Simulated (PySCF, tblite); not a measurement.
# C₆H₈NOSi radical: geometry, infrared bands and EPR parameters

Aim: predict the infrared bands and EPR parameters of C₆H₈NOSi radical (`[O]c1cccc(N[SiH3])c1`).

Programs: tblite 0.8.0 and PySCF 2.14.0, with density-fitted response routines of our own. Each step states its level of theory. These are calculated values for one molecule in the gas phase, unless marked as measured. Atoms are numbered from 0 throughout.

### 1 The molecule as given

17 atoms, charge 0, multiplicity 2; geometry from: force field or distance geometry start.

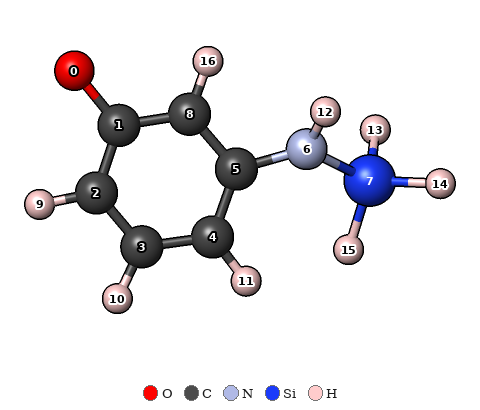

As it starts; oxygen red, carbon dark grey, nitrogen light blue, silicon blue, hydrogen pink, atoms numbered.

### 2 Optimising the geometry with GFN2-xTB

What the job is given:

```
{"job": {"kind": "relax", "xc": "GFN2-xTB", "basis": "xTB"}, "charge": 0, "multiplicity": 2}
O     -2.946800     2.121500    -0.228800
C     -2.099800     1.046800    -0.169500
C     -2.538200    -0.247900    -0.306100
C     -1.673800    -1.307700    -0.251900
C     -0.326500    -1.145800    -0.019900
C      0.137700     0.157100     0.120900
N      1.483200     0.512000     0.331000
Si     2.908900    -0.157800    -0.516600
C     -0.754500     1.233900     0.056900
H     -3.624600    -0.446700    -0.484000
H     -2.147300    -2.297900    -0.378000
H      0.312500    -2.013100     0.015900
H      1.700400     1.250900     1.078100
H      3.284400     0.774800    -1.609900
H      4.101300    -0.220200     0.376300
H      2.571800    -1.495600    -0.984500
H     -0.395700     2.247700     0.168400
```

On the command line:

```console
> OMP_NUM_THREADS=1 python probes_run.py task.json out
```

One launch serves the whole session: the jobs run in the order shown.

What it wrote:

```text
step      E/eV     max force
  0    -695.90640    5.884
  1    -696.51342    1.367
  2    -696.57922    0.831
  3    -696.64031    0.726
  4    -696.67751    0.600
  5    -696.71592    0.363
  6    -696.73070    0.312
  7    -696.74209    0.244
  8    -696.74901    0.183
  9    -696.75461    0.201
 10    -696.75923    0.226
 11    -696.76448    0.199
 12    -696.76949    0.232
 13    -696.77316    0.190
 14    -696.77570    0.110
 15    -696.77769    0.103
 16    -696.77909    0.076
 17    -696.78003    0.072
 18    -696.78091    0.085
 19    -696.78196    0.107
 20    -696.78311    0.100
 21    -696.78409    0.080
 22    -696.78497    0.068
 23    -696.78597    0.114
 24    -696.78728    0.119
 25    -696.78872    0.094
 26    -696.78994    0.082
 27    -696.79103    0.102
 28    -696.79235    0.158
 29    -696.79417    0.161
 30    -696.79606    0.104
 31    -696.79753    0.086
 32    -696.79861    0.079
 33    -696.79950    0.077
 34    -696.80036    0.094
 35    -696.80127    0.077
 36    -696.80212    0.070
 37    -696.80295    0.063
 38    -696.80373    0.061
 39    -696.80447    0.072
 40    -696.80521    0.063
 41    -696.80599    0.064
 42    -696.80679    0.061
 43    -696.80757    0.066
 44    -696.80829    0.067
 45    -696.80892    0.065
 46    -696.80951    0.056
 47    -696.81010    0.061
 48    -696.81068    0.057
 49    -696.81129    0.065
 50    -696.81196    0.064
 51    -696.81265    0.070
 52    -696.81327    0.068
 53    -696.81384    0.054
 54    -696.81455    0.067
 55    -696.81568    0.089
 56    -696.81725    0.102
 57    -696.81905    0.120
 58    -696.82046    0.080
 59    -696.82140    0.064
 60    -696.82208    0.057
 61    -696.82304    0.084
 62    -696.82413    0.099
 63    -696.82527    0.099
 64    -696.82636    0.071
 65    -696.82746    0.078
 66    -696.82847    0.118
 67    -696.82897    0.136
 68    -696.83049    0.097
 69    -696.83166    0.093
 70    -696.83359    0.106
 71    -696.83502    0.089
 72    -696.83646    0.081
 73    -696.83756    0.068
 74    -696.83826    0.064
 75    -696.83910    0.080
 76    -696.84029    0.081
 77    -696.84122    0.074
 78    -696.84168    0.063
 79    -696.84212    0.044
 80    -696.84241    0.042
 81    -696.84278    0.040
 82    -696.84311    0.045
 83    -696.84379    0.055
 84    -696.84471    0.066
 85    -696.84579    0.059
 86    -696.84658    0.058
 87    -696.84717    0.061
 88    -696.84790    0.078
 89    -696.84900    0.118
 90    -696.85093    0.121
 91    -696.85462    0.168
 92    -696.85685    0.106
 93    -696.85868    0.168
 94    -696.86082    0.135
 95    -696.86313    0.119
 96    -696.86615    0.151
 97    -696.87007    0.208
 98    -696.87227    0.196
 99    -696.87363    0.180
100    -696.87660    0.096
101    -696.87763    0.072
102    -696.87922    0.104
103    -696.88060    0.127
104    -696.88204    0.138
105    -696.88336    0.098
106    -696.88359    0.080
107    -696.88475    0.064
108    -696.88531    0.076
109    -696.88628    0.068
110    -696.88729    0.071
111    -696.88829    0.070
112    -696.88995    0.081
113    -696.89148    0.087
114    -696.89274    0.097
115    -696.89389    0.102
116    -696.89501    0.088
117    -696.89631    0.105
118    -696.89777    0.101
119    -696.89938    0.110
120    -696.90108    0.113
121    -696.90318    0.108
122    -696.90521    0.117
123    -696.90696    0.089
124    -696.90811    0.057
125    -696.90867    0.047
126    -696.90904    0.038
127    -696.90934    0.048
128    -696.90964    0.055
129    -696.91004    0.046
130    -696.91040    0.032
131    -696.91064    0.038
132    -696.91079    0.034
133    -696.91090    0.022
134    -696.91100    0.019
135    -696.91109    0.019
136    -696.91116    0.019
137    -696.91120    0.014
138    -696.91124    0.011
139    -696.91128    0.010
140    -696.91131    0.016
141    -696.91134    0.014
142    -696.91136    0.009
```

Run time: 0.99 s. Hardware: 1 thread of Arm Neoverse V2, shared host.

Along the way: (not every step is listed)

```
step  energy from step 0 (eV)  largest force (eV/Å)
   0                   0.0000                5.8840
   1                  -0.6070                1.3668
   2                  -0.6728                0.8306
   3                  -0.7339                0.7262
   4                  -0.7711                0.5995
   5                  -0.8095                0.3634
   6                  -0.8243                0.3116
   7                  -0.8357                0.2444
   8                  -0.8426                0.1830
  20                  -0.8767                0.0999
  32                  -0.8922                0.0791
  44                  -0.9019                0.0675
  56                  -0.9108                0.1021
  68                  -0.9241                0.0973
  80                  -0.9360                0.0422
  92                  -0.9505                0.1063
 104                  -0.9756                0.1380
 116                  -0.9886                0.0883
 128                  -1.0032                0.0553
 137                  -1.0048                0.0145
 138                  -1.0048                0.0112
 139                  -1.0049                0.0102
 140                  -1.0049                0.0157
 141                  -1.0049                0.0145
 142                  -1.0050                0.0095
```

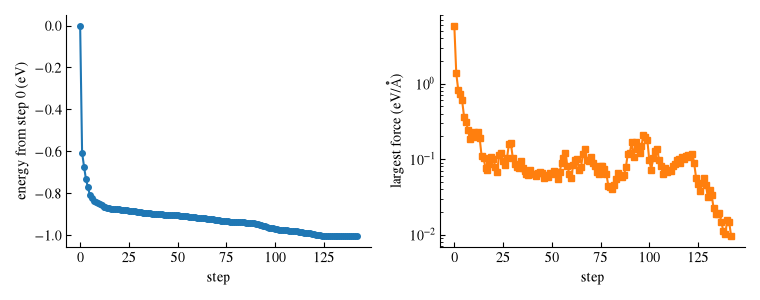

Energy and force, step by step.

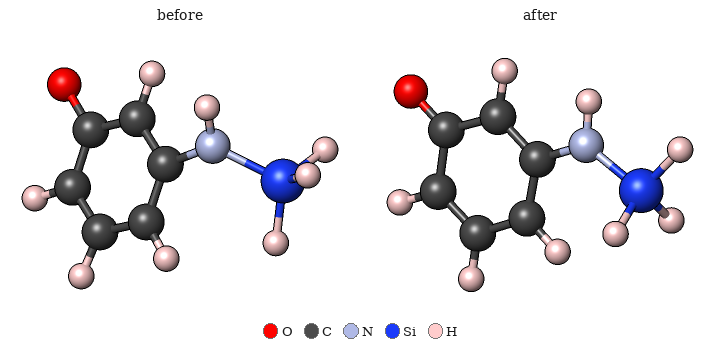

Before and after, at one scale.

Close pairs (by a distance rule), those that changed most:

```
   bond  before (Å)  after (Å)  change (Å)
  O0–C1       1.370      1.239      -0.130
  C1–C2       1.374      1.456      +0.082
 N6–H12       1.073      1.009      -0.064
  C1–C8       1.377      1.440      +0.063
 N6–Si7       1.789      1.736      -0.053
  C2–H9       1.119      1.079      -0.040
  C5–N6       1.407      1.373      -0.034
Si7–H14       1.491      1.458      -0.033
```

The next job starts from the end point, and lists it.

### 3 Harmonic vibrations with GFN2-xTB

What the job is given:

```
{"job": {"kind": "ir", "xc": "GFN2-xTB", "basis": "xTB"}, "charge": 0, "multiplicity": 2}
O     -3.050688     1.883923     0.441273
C     -2.195683     1.033885     0.155067
C     -2.565902    -0.290461    -0.322104
C     -1.607121    -1.214894    -0.627247
C     -0.252020    -0.917155    -0.493135
C      0.169439     0.350521    -0.042282
N      1.507748     0.633038     0.078689
Si     2.881024    -0.381723    -0.232943
C     -0.784432     1.295462     0.272070
H     -3.618651    -0.504708    -0.421101
H     -1.891993    -2.195891    -0.980453
H      0.491585    -1.659383    -0.736358
H      1.673346     1.574335     0.402496
H      2.886425    -0.798669    -1.637477
H      4.011318     0.485113     0.079462
H      2.833623    -1.557377     0.639970
H     -0.495016     2.276015     0.622504
```

What it wrote:

```text
mode    cm-1     km/mol
  1      55.3      0.60
  2     130.3      0.02
  3     150.3      0.59
  4     166.9      8.17
  5     204.3      0.15
  6     308.7     11.19
  7     371.8      2.63
  8     434.7      0.50
  9     457.5    111.55
 10     498.5      5.21
 11     514.6     19.76
 12     544.6      8.05
 13     592.5     21.11
 14     613.8     47.16
 15     626.7      0.21
 16     737.3      0.38
 17     738.1     33.84
 18     757.2     36.97
 19     771.7    239.64
 20     800.5    325.79
 21     806.8    277.12
 22     848.9    145.90
 23     856.1      4.04
 24     915.1      0.44
 25     944.7      0.98
 26    1005.7     32.60
 27    1105.1      8.13
 28    1163.5     11.61
 29    1196.1     10.10
 30    1233.1     52.40
 31    1283.4    154.93
 32    1336.0    160.18
 33    1383.6     10.54
 34    1401.2     67.70
 35    1514.4    299.02
 36    1534.5    263.90
 37    1566.3     52.58
 38    2234.4    405.26
 39    2252.3    160.41
 40    2305.3    294.83
 41    3071.9     22.44
 42    3083.1     16.02
 43    3101.9     28.74
 44    3105.6      7.75
 45    3445.5      2.51
```

Wall time 0.61 s (1 thread of Arm Neoverse V2, shared host).

Which atoms move in the most intense modes:

```
cm⁻¹  km/mol                               atoms
 772   239.6        H14 28 %, H11 11 %, H15 11 %
 800   325.8        H14 34 %, H13 31 %, H15 28 %
 807   277.1                  H13 44 %, H15 44 %
1514   299.0  C5 25 %, C4 23 %, C2 16 %, C3 12 %
1534   263.9                    C1 52 %, O0 22 %
2234   405.3                  H13 50 %, H15 46 %
2252   160.4                  H15 51 %, H13 47 %
2305   294.8                            H14 97 %
```

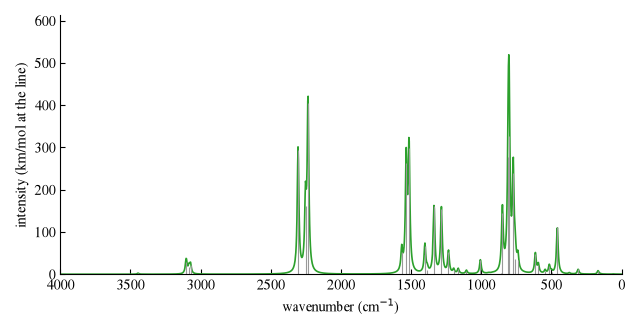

The infrared spectrum from these modes, unscaled. Lines are broadened to a width of 14 cm⁻¹ (Lorentzian).

### 4 g tensor and hyperfine couplings: B3LYP/pcH-1

The job, as its differences from that of step 3:

```diff
@@ -1,2 +1,2 @@
-{"job": {"kind": "ir", "xc": "GFN2-xTB", "basis": "xTB"}, "charge": 0, "multiplicity": 2}
+{"job": {"kind": "epr", "basis": "pcH-1"}, "charge": 0, "multiplicity": 2}
 O     -3.050688     1.883923     0.441273
```

Level: UKS B3LYP, pcH-1 on C H N O Si, non-relativistic, mean-field spin-orbit, GIAO.

What it wrote:

```text
UKS, coarse grid
  cycle   1  E = -652.72436954  |g| = 6.69e-01
  cycle   2  E = -649.67752392  |g| = 2.08e+00
  cycle   3  E = -652.80879565  |g| = 4.27e-01
  cycle   4  E = -652.90899430  |g| = 2.02e-01
  cycle   5  E = -652.92343428  |g| = 1.26e-01
  cycle   6  E = -652.93041401  |g| = 4.40e-02
  cycle   7  E = -652.93167057  |g| = 2.58e-02
  cycle   8  E = -652.93223439  |g| = 1.87e-02
  cycle   9  E = -652.93263952  |g| = 4.61e-03
  cycle  10  E = -652.93266775  |g| = 3.33e-03
  cycle  11  E = -652.93267862  |g| = 1.44e-03
  cycle  12  E = -652.93268196  |g| = 5.32e-04
UKS, final grid
  cycle   1  E = -652.93265661  |g| = 6.21e-04
  cycle   2  E = -652.93265640  |g| = 1.04e-03
  cycle   3  E = -652.93265690  |g| = 1.07e-04
  cycle   4  E = -652.93265692  |g| = 1.13e-04
  cycle   5  E = -652.93265694  |g| = 5.85e-05
  cycle   6  E = -652.93265694  |g| = 2.98e-05
E = -652.93265694 Eh   <S^2> = 0.7861 (exact 0.7500)
g shifts (ppm)      1          2          3
  rmc          -203       -203       -203
  gc            -16         37         42
  oz_so           5       2432       8801
  total        -214       2265       8640
hyperfine (MHz)  atom isotope    a_iso     a_fc   dipolar eigenvalues
    0   17O     -27.29     -26.21   -122.13     61.02     61.11
    1   13C     -34.98     -35.09    -12.33      2.92      9.41
    2   13C      27.72      27.89    -28.06    -27.04     55.10
    3   13C     -29.94     -29.95    -20.89      9.15     11.74
    4   13C      37.47      37.50    -35.14    -33.07     68.21
    5   13C     -24.75     -24.75    -15.36      7.13      8.23
    6   14N      -0.38      -0.38     -1.94      0.83      1.11
    7  29Si      -0.60      -0.60     -0.36      0.15      0.21
    8   13C      17.49      17.62    -19.12    -18.21     37.33
    9    1H     -23.39     -23.37    -11.74     -2.10     13.84
   10    1H       8.52       8.51     -3.33     -1.02      4.35
   11    1H     -27.83     -27.83    -17.07     -0.55     17.61
   12    1H       0.02       0.03     -1.88     -1.13      3.02
   13    1H      -2.21      -2.21     -0.91     -0.79      1.69
   14    1H       0.13       0.13     -0.35     -0.24      0.59
   15    1H      -2.23      -2.23     -0.90     -0.78      1.69
   16    1H     -15.87     -15.85     -7.82     -2.09      9.91
```

Wall time 2.6 min (1 thread of Arm Neoverse V2, shared host); peak memory 1.1 GiB.

Principal g values 2.00210, 2.00458, 2.01096; g(iso) = 2.00588, against 2.00232 for a free electron.

Mean a(iso) over the nuclei that a row names, and the largest dipolar term of the row (other rows stand at the frozen geometry):

```
       nuclei  isotope  a(iso) (MHz)  a(iso) (G, at g = 2.0023)  largest dipolar term (MHz)
           C4      13C          37.5                       13.4                        68.2
           C1      13C         -35.0                      -12.5                       -12.3
           C3      13C         -29.9                      -10.7                       -20.9
          H11       1H         -27.8                       -9.9                        17.6
           C2      13C          27.7                        9.9                        55.1
           O0      17O         -27.3                       -9.7                      -122.1
           C5      13C         -24.7                       -8.8                       -15.4
           H9       1H         -23.4                       -8.3                        13.8
           C8      13C          17.5                        6.2                        37.3
          H16       1H         -15.9                       -5.7                         9.9
          H10       1H           8.5                        3.0                         4.4
H13, H14, H15       1H          -1.4                       -0.5                         1.7
          Si7     29Si          -0.6                       -0.2                        -0.4
           N6      14N          -0.4                       -0.1                        -1.9
```

Mulliken spin populations:

O0 0.39; C1 -0.10; C2 0.37; C3 -0.18; C4 0.44; C5 -0.13; N6 -0.01; Si7 0.00; C8 0.26; H9 -0.02; H10 0.01; H11 -0.02; H12 0.00; H13 0.00; H14 0.00; H15 0.00; H16 -0.01

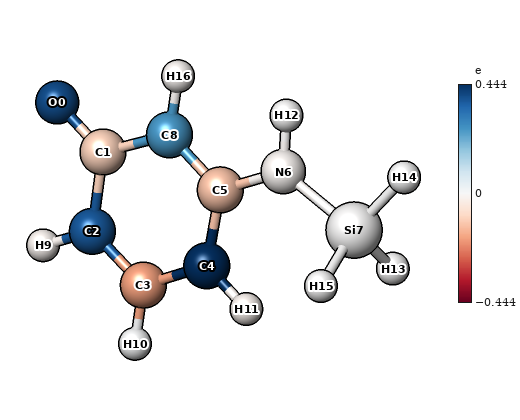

Mulliken spin populations, as colours on the atoms.

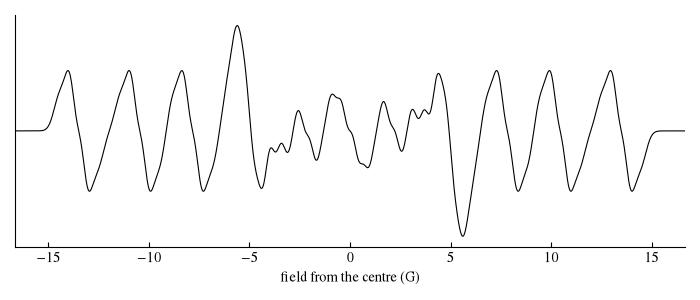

First-order isotropic spectrum (first derivative, main isotopes with spin only, couplings over 0.8 MHz, Gaussian width 0.3 G; couplings of the frozen geometry, rotation of groups not averaged beyond the rows shown).

Orbitals, density, ELF and potential are computed afterwards from the orbital file.

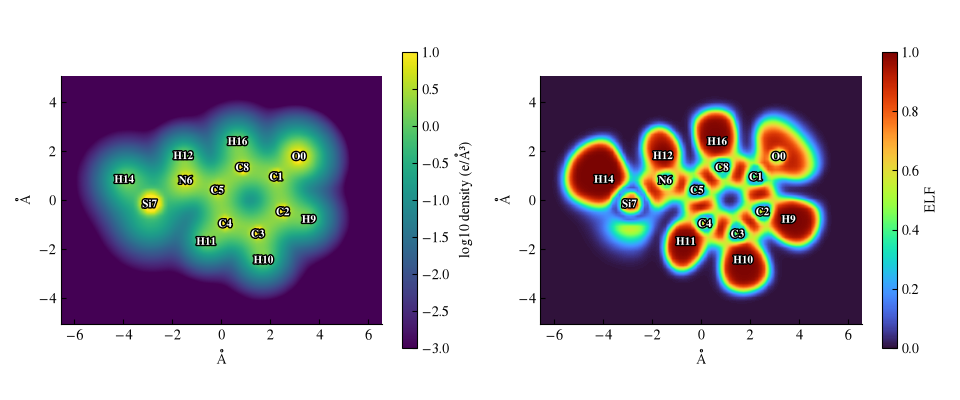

Density (left) and ELF (right) in a plane through or near 15 of the atoms.

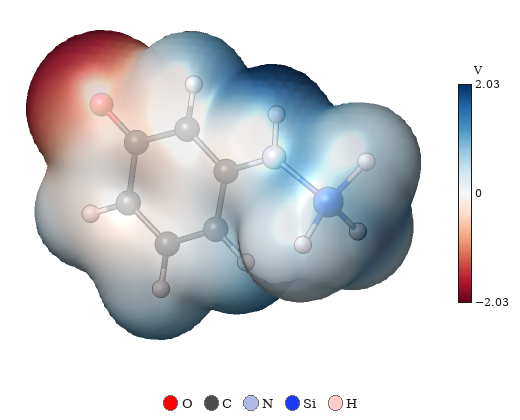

The potential that a unit positive charge feels on the 0.002 e/bohr³ surface, from -1.90 V near O0 to 2.03 V near H12.

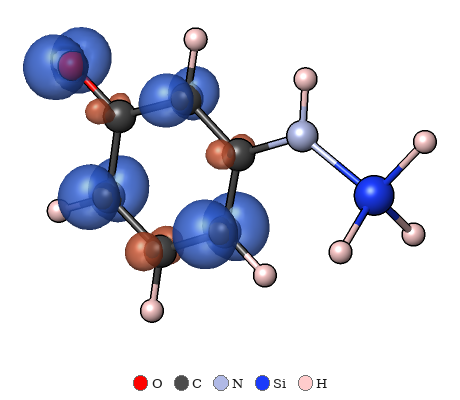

Spin density at ±0.06 e/Å³ (alpha excess blue, beta excess red).

### 5 What came out

```
                                                                  quantity                  value
                                 strongest single infrared mode (GFN2-xTB)  2234 cm⁻¹, 405 km/mol
                                              zero-point energy (GFN2-xTB)          74.6 kcal/mol
                                                            g(iso) (B3LYP)                2.00588
                                                                      ⟨S²⟩     0.786 (exact 0.75)
                                        largest a(iso) (averaged by class)    13C on C4, 37.5 MHz
potential on the surface of density 0.002 e/bohr³, 1st and 99th percentile     -1.90 V and 2.03 V
```

Over 142 steps the energy fell by 1.005 eV; of the close pairs, O0–C1 changed most, 1.370 to 1.239 Å. All 45 modes are real, so the xTB geometry is a minimum. The strongest single mode, at 2234 cm⁻¹, moves mainly H13 and H15. GFN2-xTB is a fitted tight-binding method: band positions and strengths are rough. Its intensities can rank the bands wrongly. The largest spin populations lie on C4 (0.44 e), O0 (0.39 e), C2 (0.37 e). The isotropic g lies 3.6 ppt above the free-electron value. The conformer search found further structures of the same energy, which may be mirror or relabelled copies of this one.
